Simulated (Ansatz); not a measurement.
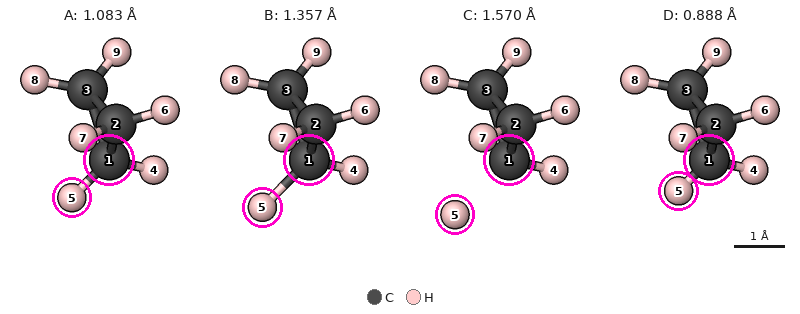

Energy scan for C3H6, in which the C1–H5 distance is varied, with the rest of the molecule carried along rigidly. A ball-and-stick model, seen from a free direction. The ringed atoms are those of the scanned coordinate.

Computed with Ansatz: wB97M-V, basis def2-TZVPP, on geometries moved rigidly from the minimum at PBE0-D4/def2-TZVP. Energies are counted from the PBE0-D4/def2-TZVP minimum geometry at the same level.

**Rank the frames from lowest to highest energy.**

Lowest first: A (the distance 1.083 Å, 0.0 kcal/mol), B (the distance 1.357 Å, 19.0 kcal/mol), D (the distance 0.888 Å, 22.2 kcal/mol), C (the distance 1.570 Å, 43.2 kcal/mol). Over the whole scan: the lowest computed point lies at the distance 1.079 Å (0.0 kcal/mol). The end points stand at 22.2 kcal/mol (0.888 Å) and 43.2 kcal/mol (1.570 Å). The curvature at the lowest point is about 36 eV/Å² (5.8 mdyn/Å). The well is steeper on the short side, as for any bond.
